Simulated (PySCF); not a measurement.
C₃H₄F₄Si

The calculation's input:

```
{"job": {"kind": "nmr", "xc": "PBE0", "basis": "pcSseg-1"}, "charge": 0, "multiplicity": 1}
F      1.135813     0.466080     1.541045
C      1.449384     0.096038     0.281186
F      2.277632     1.037526    -0.191515
F      2.175715    -1.028292     0.395435
C      0.199129    -0.051157    -0.529873
F      0.512133    -0.325927    -1.841054
C     -0.892144    -0.940009     0.077096
Si    -1.405696     0.871089    -0.062577
H     -0.642603    -1.390654     1.028349
H     -1.285832    -1.671147    -0.616362
H     -1.321749     1.711195     1.111557
H     -2.200585     1.224572    -1.219315
```

Run with:

```sh
OMP_NUM_THREADS=1 python probes_run.py task.json out
```

Geometry: GFN2-xTB.

Computed with PBE0/pcSseg-1, SCF density, gas phase, non-relativistic in PySCF 2.14.0.

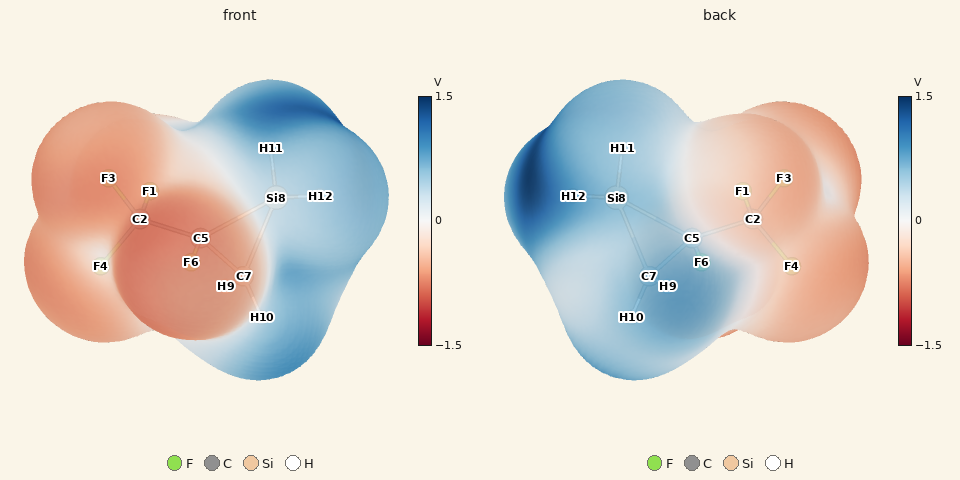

Figure 1. The molecular electrostatic potential painted on the density surface at 0.001 e/bohr³, seen from the front and from behind; the colour scale runs from red (negative) to blue (positive).

Which sites attract a positive test charge, and which a negative one?

A positive charge is drawn to the negative regions and a negative charge to the positive ones. The most negative region (about −0.8 V) lies over F6, the most positive (about +1.4 V) over Si8.

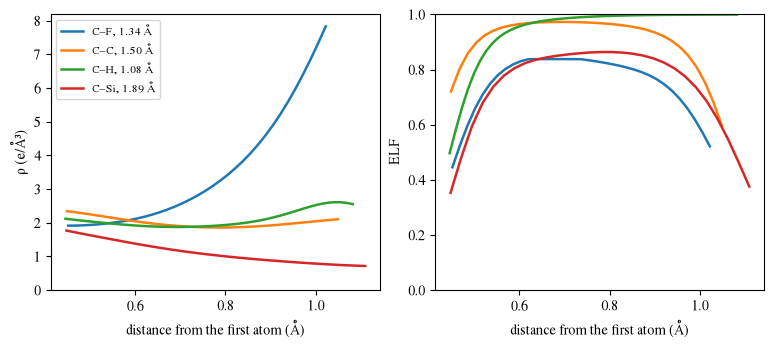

Figure 2. Total electron density and ELF along straight lines between neighbouring atoms. The curves leave out the atomic cores.

What kind of bonding do the profiles show?

C–F (1.34 Å): ρ at the midpoint is about 2.4 e/Å³; the ELF peaks at about 0.85 between the atoms: a shared but strongly polarised pair.
C–C (1.50 Å): ρ at the midpoint is about 1.9 e/Å³; the ELF peaks at about 1 between the atoms; a shared electron pair.
C–H (1.08 Å): the density is about 2 e/Å³ at the midpoint; the ELF climbs to about 1 towards the hydrogen, as it does in any bond to H; an ordinary covalent bond to hydrogen.
C–Si (1.89 Å): the density is about 0.84 e/Å³ at the midpoint; the ELF peaks at about 0.85 between the atoms, as expected for localised, covalent bonding.
